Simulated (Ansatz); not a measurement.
**C₂H₅CaF (SMILES C[CH2][Ca][F]): density, localisation and related maps**

The calculation's input:

```
crystal:
  periodic: [false, false, false]
  atoms:
    - {symbol: C, position_ang: [-2.237835, -0.191174, -0.369581]}
    - {symbol: C, position_ang: [-2.360060, -1.347356, -1.376881]}
    - {symbol: Ca, position_ang: [-1.335983, 1.848876, -1.333245]}
    - {symbol: F, position_ang: [-0.742509, 2.257717, -3.162580]}
    - {symbol: H, position_ang: [-1.611293, -0.515452, 0.487831]}
    - {symbol: H, position_ang: [-3.232109, 0.009239, 0.082246]}
    - {symbol: H, position_ang: [-1.383385, -1.617317, -1.818612]}
    - {symbol: H, position_ang: [-3.016521, -1.088369, -2.227710]}
    - {symbol: H, position_ang: [-2.771298, -2.281884, -0.943583]}
basis:
  gaussian:
    orbitals: def2-TZVPD
hamiltonian:
  xc: pbe0
output: {forces: true, orbitals: {seedname: orbitals}}
```

Launched as:

```sh
ansatz run input.yaml --threads 2 --pin off --max-ram 4350MiB --events-out events.jsonl --progress --plain --runs-dir runs
```

Geometry: B3LYP-D3(BJ)/def2-SVP.

Theory: Ansatz, isolated molecule in a Gaussian basis; Kohn-Sham density functional theory, functional PBE0.

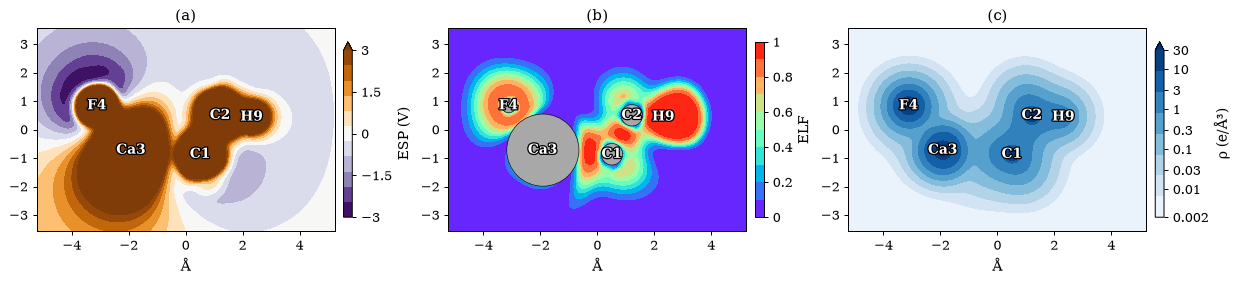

Figure 1. (a) electrostatic potential; (b) ELF; (c) total electron density on the plane of atoms C1, C2 and H9. Grey discs cover the atomic cores in the ELF map.

What do the fields say about this system?

Answer.
- Atoms in the plane: C, Ca, F and H.
- C–C (1.54 Å): ρ is about 1.6 e/Å³ halfway; the ELF peaks at about 0.95 between the atoms; localised, covalent bonding.
- Ca–F (1.97 Å): ρ at the midpoint is about 0.62 e/Å³; the ELF peaks at about 0.85 in the valence shell of F, 0.5 Å from its nucleus, and drops to about 0.10 between the two atoms: a closed-shell, largely ionic contact.
- C–Ca (2.43 Å): ρ is about 0.36 e/Å³ halfway; the ELF peaks at about 0.95 in the valence shell of C, 0.8 Å from its nucleus, and is about 0.30 at the midpoint.
- C–H (1.11 Å): ρ is about 1.9 e/Å³ halfway; the ELF climbs to about 1 towards the hydrogen, as it does in any bond to H (a covalent bond by its length).
- Outside the dense part of the molecule the potential is most negative (−2.8 V) near F4.

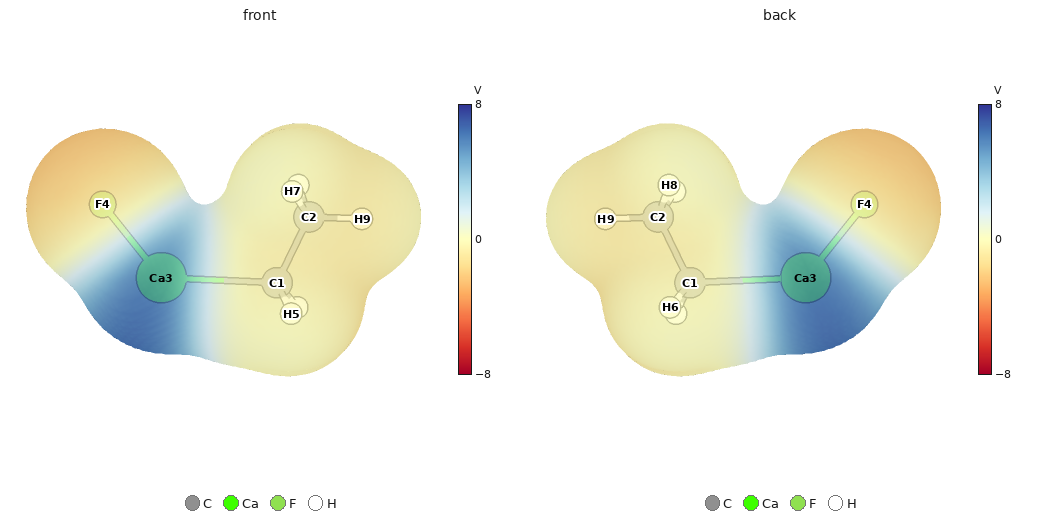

Figure 2. The electrostatic potential painted on the density surface at 0.002 e/bohr³, seen from the front and from behind; the colour scale runs from red (negative) to blue (positive).

Describe the electrostatic potential map.

Answer. The most negative region (about −2.3 V, or −53 kcal/mol for a unit charge) lies over F4, the most positive (about +6.6 V, or +152 kcal/mol for a unit charge) over Ca3.

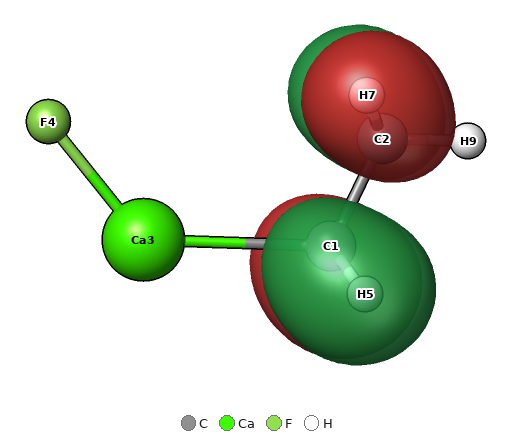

Figure 3. The HOMO−1 at ±0.1 Å⁻³ᐟ² (green and red are the two phases), seen across its widest extent.

Describe this orbital and give its energy.

Answer. Its weight (Hirshfeld) is mainly on C1 (about 30 %), C2 (about 20 %), H6 (about 15 %), H5 (about 15 %), H7 (about 10 %) and H8 (about 10 %). Its energy is −8.50 eV.
